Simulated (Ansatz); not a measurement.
## Fields on a plane of CsPbBr3 (cubic perovskite)

```
CELL_PARAMETERS angstrom
      5.93781     0.00000     0.00000
      0.00000     5.93781     0.00000
      0.00000     0.00000     5.93781
ATOMIC_POSITIONS crystal
  Cs 0.00000 0.00000 0.00000
  Pb 0.50000 0.50000 0.50000
  Br 0.00000 0.50000 0.50000
  Br 0.50000 0.50000 0.00000
  Br 0.50000 0.00000 0.50000
```

The slice is a {110} plane (indices of the conventional cell) through the point (0.500, 0.500, 0.000) (fractional), spanned by u = [100] and v = [011] in vectors of this cell: u (5.94 Å) and v (8.40 Å, at 90° to u). It covers one period; positions are fractions (u, v).

Atoms on it: Br at (0.00, 0.00); Br at (0.00, 0.50).

These are r2SCAN (plane waves to 500 eV, PAW, scalar-relativistic; Ansatz, an electronic-structure program) values and carry that method's errors. k mesh 6×6×6. These are valence fields of a PAW run, semicore shells included where kept as valence: close to a nucleus they are smooth pseudo fields. CsPbBr3 was relaxed with its symmetry unable to fall. Spin-orbit coupling is left out, though Pb is heavy. The PAW data are Ansatz's earlier set. This is a high-temperature form of CsPbBr3.

| v \ u | 0.00 | 0.10 | 0.20 | 0.30 | 0.40 | 0.50 | 0.60 | 0.70 | 0.80 | 0.90 |
|---|---|---|---|---|---|---|---|---|---|---|
| 0.93 | 0.027 | 0.017 | 0.003 | 0.002 | 0.002 | 0.003 | 0.002 | 0.002 | 0.003 | 0.017 |
| 0.86 | 0.005 | 0.003 | 0.003 | 0.002 | 0.002 | 0.002 | 0.002 | 0.002 | 0.003 | 0.003 |
| 0.79 | 0.009 | 0.007 | 0.005 | 0.003 | 0.002 | 0.002 | 0.002 | 0.003 | 0.005 | 0.007 |
| 0.71 | 0.009 | 0.007 | 0.005 | 0.003 | 0.002 | 0.002 | 0.002 | 0.003 | 0.005 | 0.007 |
| 0.64 | 0.005 | 0.003 | 0.003 | 0.002 | 0.002 | 0.002 | 0.002 | 0.002 | 0.003 | 0.003 |
| 0.57 | 0.027 | 0.017 | 0.003 | 0.002 | 0.002 | 0.003 | 0.002 | 0.002 | 0.003 | 0.017 |
| 0.50 | 0.001 | 0.032 | 0.006 | 0.002 | 0.002 | 0.003 | 0.002 | 0.002 | 0.006 | 0.032 |
| 0.43 | 0.027 | 0.017 | 0.003 | 0.002 | 0.002 | 0.003 | 0.002 | 0.002 | 0.003 | 0.017 |
| 0.36 | 0.005 | 0.003 | 0.003 | 0.002 | 0.002 | 0.002 | 0.002 | 0.002 | 0.003 | 0.003 |
| 0.29 | 0.009 | 0.007 | 0.005 | 0.003 | 0.002 | 0.002 | 0.002 | 0.003 | 0.005 | 0.007 |
| 0.21 | 0.009 | 0.007 | 0.005 | 0.003 | 0.002 | 0.002 | 0.002 | 0.003 | 0.005 | 0.007 |
| 0.14 | 0.005 | 0.003 | 0.003 | 0.002 | 0.002 | 0.002 | 0.002 | 0.002 | 0.003 | 0.003 |
| 0.07 | 0.027 | 0.017 | 0.003 | 0.002 | 0.002 | 0.003 | 0.002 | 0.002 | 0.003 | 0.017 |
| 0.00 | 0.001 | 0.032 | 0.006 | 0.002 | 0.002 | 0.003 | 0.002 | 0.002 | 0.006 | 0.032 |

Values: density of the lowest conduction band (whole band as if filled, smooth part) in e/Å³. 

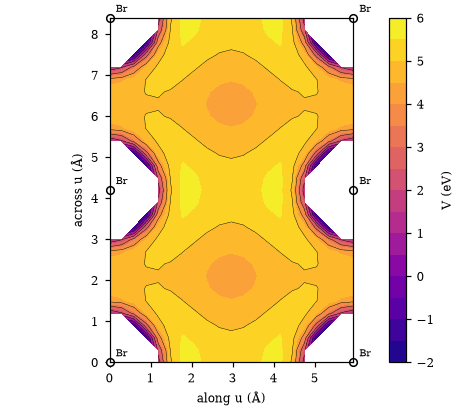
Electrostatic potential energy of an electron, from the cell's mean, in eV, one period of the plane, atoms marked. Points within 1 Å of a nucleus are left white, as the pseudised field means little there. The zero, the cell's mean, hangs on the PAW cores.
